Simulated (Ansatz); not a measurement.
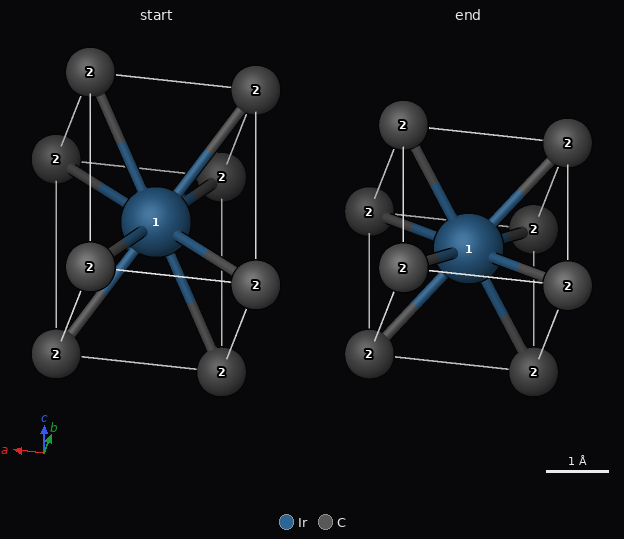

The structure of crystalline IrC (a generated structure, set up in P4/mmm) (coarse preliminary run) before (left) and after (right) a relaxation, at one scale.

The picture is a ball-and-stick view of the cell of the calculation, seen from a free direction.

Theory: Ansatz 0.2.0, DFT PBE, scalar-relativistic, plane waves, PAW. Settings: plane-wave cutoff 420 eV; k-point mesh 6 × 6 × 6; occupations gaussian; smearing width 0.1 eV; no spin polarisation; cell and atoms relaxed; force threshold 0.04 eV/Å; at most 70 steps.

Describe what moved and what it gained.

Answer. The atoms keep their places relative to the cell (all moves are under 0.005 Å). The drawn cell changes as follows: a = b 2.741 → 2.719 Å (−0.8 %), c 3.713 → 2.718 Å (−26.8 %); the volume changes by −28.0 %. Among the contacts that change: Ir1–Ir1 3.713 → 2.718 Å, Ir1–C2 2.684 → 2.354 Å, Ir1–Ir1 (another image) 2.741 → 2.719 Å. The space group (tolerance 0.01 Å) goes from P4/mmm (No. 123) to Pm-3m (No. 221). Over 7 accepted moves (9 points after the start) the energy falls by 2.361 eV per cell of the calculation. All forces vanish by symmetry, so only the cell relaxes. Pressure: −34.26 GPa at the start and −0.14 GPa at the end. The line search rejected the trial step at point 6 of the run. At 1 point the geometry stayed and the basis and grid were re-selected for the new cell (energy shift of 3.4 meV per cell of the calculation at most each time). The run took 15 s on 1 thread of Intel(R) Xeon(R) Platinum 8259CL CPU @ 2.50GHz (Skylake/Cascade Lake), with other jobs on the host, peak memory 0.37 GiB.

Limits of the set-up: the k-point mesh is coarse for a cell with partly filled bands.
